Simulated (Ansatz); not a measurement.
Complex (SMILES): [H][H] (H2) with [SiH3][SiH3] (Si2H6), atoms 1 to 2 the first; geometry from B3LYP-D3(BJ)/def2-TZVP, monomers rigid:
```xyz
10

H      0.3397     0.0222     0.2902
H      0.6122     0.2666    -0.3576
Si     0.3200    -3.2284    -1.0917
Si     1.0226    -2.2141    -3.0850
H      0.1535    -4.6882    -1.2985
H      1.3218    -3.0132    -0.0199
H     -0.9775    -2.6616    -0.6511
H      1.2073    -0.7551    -2.8941
H      2.3113    -2.7989    -3.5296
H      0.0137    -2.4266    -4.1514
```

Basis-set convergence of the counterpoise-corrected interaction energy at PBE with Ansatz (a first-principles code). All functions are spherical. The program fits the integrals of some runs and decomposes those of others, by size. No added dispersion term, no relativity. Functions are those of the species that has most. Reference: the value in aug-pcseg-3, -0.20 kcal/mol. Deviations are taken from unrounded values.

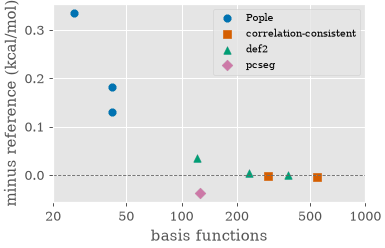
Figure. Deviation from the reference against the number of basis functions, by family of sets.

| basis | functions | counterpoise-corrected interaction energy (kcal/mol) | minus reference (kcal/mol) |
|---|---|---|---|
| STO-3G | 26 | 0.14 | 0.34 |
| 3-21G | 42 | -0.07 | 0.13 |
| 6-31G | 42 | -0.02 | 0.18 |
| def2-TZVP | 122 | -0.16 | 0.04 |
| aug-pcseg-1 | 126 | -0.24 | -0.04 |
| def2-TZVPPD | 232 | -0.19 | 0.00 |
| aug-cc-pV(T+d)Z | 294 | -0.20 | 0.00 |
| def2-QZVPP | 380 | -0.20 | 0.00 |
| aug-cc-pV(Q+d)Z | 546 | -0.20 | 0.00 |
